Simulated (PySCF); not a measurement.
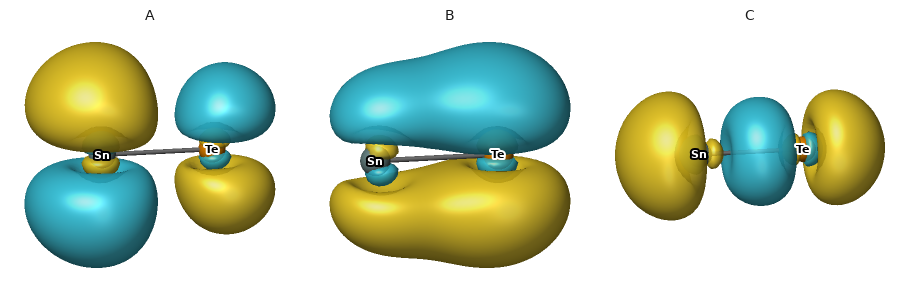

Figure. SnTe. Three frontier orbitals, each drawn at the value that holds 80 % of its norm (yellow and cyan are the two phases), in no order; of a degenerate pair one member is drawn.

Core potentials replace the inner electrons of Sn and Te.

Theory: PBE0/def2-SVP, non-relativistic Hamiltonian with scalar-relativistic core potentials where named, at a bond length of 2.539 Å (PySCF 2.14.0).

### Name the orbitals and rank them from lowest to highest energy.

Orbital C: σ, occupied, −6.98 eV; shared between the atoms (Sn 50 %, Te 50 %).
Orbital B: π, occupied, −6.62 eV; mainly on Te (75 %).
Orbital A: π, empty, −2.64 eV; mainly on Sn (70 %).
